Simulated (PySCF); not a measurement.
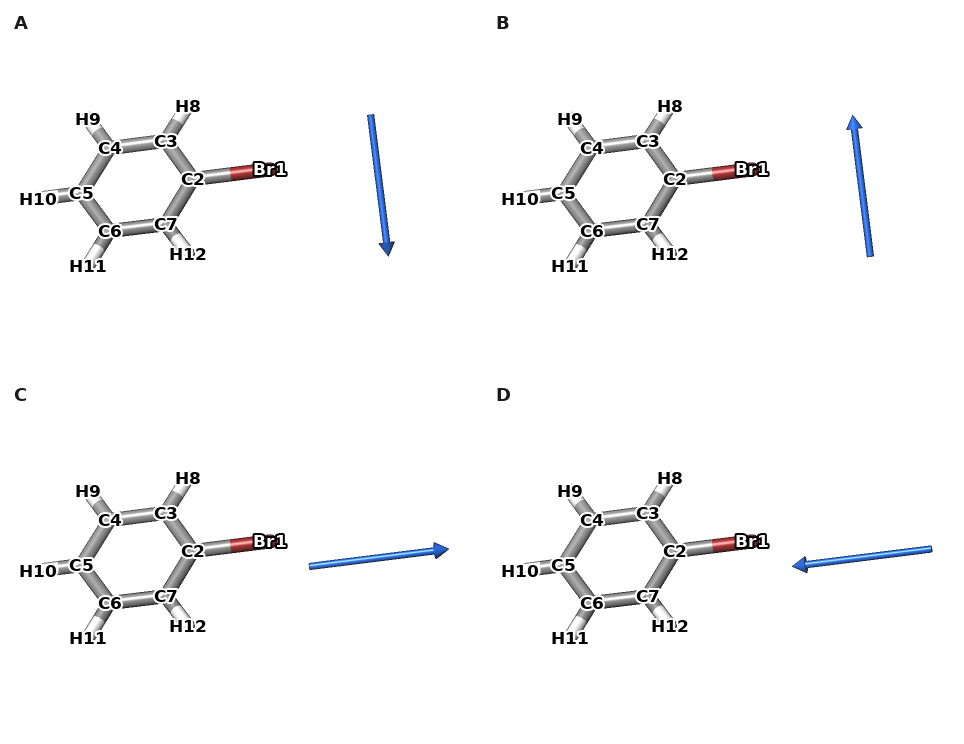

The same molecule four times, each with an arrow. The computed structure is the end point of a GFN2-xTB optimisation. No frequency run is at hand to confirm it as a minimum. Properties computed with B3LYP/pcJ-1 (pcSseg-1 on Br), gas phase (PySCF 2.14.0).

### Which arrow points along the dipole moment, from the negative to the positive end?

D. The dipole moment is 1.72 D; it points from the side of Br1 to the side of H10 (the outermost atoms at the two ends).

The geometry is semi-empirical. Around Br such bond lengths and angles can be off by a tenth of an ångström or more and by several degrees, and values that hang on the shape move with them.
